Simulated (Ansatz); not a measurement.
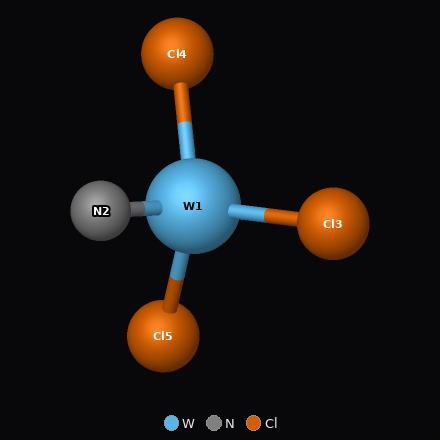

The system is WNCl3; the picture shows the reference structure. 
- The first coordinate is: bond length W1–Cl3; the second: angle Cl3–W1–N2.
- Nothing is relaxed (all other coordinates rigid).
- The scan uses a 9 × 9 grid.
- Energies: kJ/mol, counted from the lowest grid point.
- Computed with RKS PBE0-D4/def2-SVP (Ansatz).

Its coordinates:

```xyz
5

W     0.0001   -0.0001    0.0074
N     0.0075   -0.0136    1.6591
Cl    2.1912    0.0091   -0.5652
Cl   -1.1032    1.9018   -0.5350
Cl   -1.0955   -1.8972   -0.5662
```

Range: bond length W1–Cl3 from 1.993 to 2.831 Å; angle Cl3–W1–N2 from 69.4 to 139.4°.

Predict the map.

The lowest grid point is at bond length W1–Cl3 = 2.307 Å, angle Cl3–W1–N2 = 104.4°. No other kind of well shows on this grid. The highest grid point, bond length W1–Cl3 = 1.993 Å, angle Cl3–W1–N2 = 69.4°, lies 372 kJ/mol above the lowest. Round the minimum the two coordinates are nearly uncoupled.

```tsv
angle Cl3–W1–N2 ↓, bond length W1–Cl3 →	1.993	2.098	2.202	2.307	2.412	2.517	2.621	2.726	2.831
139.4	232	149	109	95	100	116	139	167	197
130.6	176	100	64	55	64	84	110	141	173
121.9	135	63	31	26	38	60	89	121	155
113.1	108	39	10	7	20	45	75	109	144
104.4	98	30	2	0	14	39	70	105	141
95.6	111	41	11	8	21	45	76	110	145
86.9	153	77	42	34	44	65	93	125	158
78.1	236	147	102	84	86	101	124	152	182
69.4	372	262	197	165	154	158	172	193	218
```

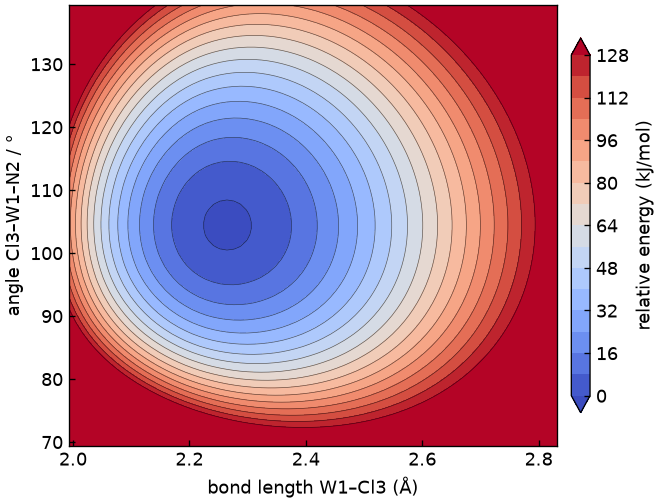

The picture shows filled contours, one colour for all values above the top of the scale. Between grid points the surface is interpolated.

Each point was launched as `ansatz run input.yaml --threads 1 --pin off --max-ram 2560MiB --backend cpu --events-out ev --progress --plain --runs-dir out`. The whole map (81 points run) took 8 min on 1 thread of Arm Neoverse V2, on a shared host.
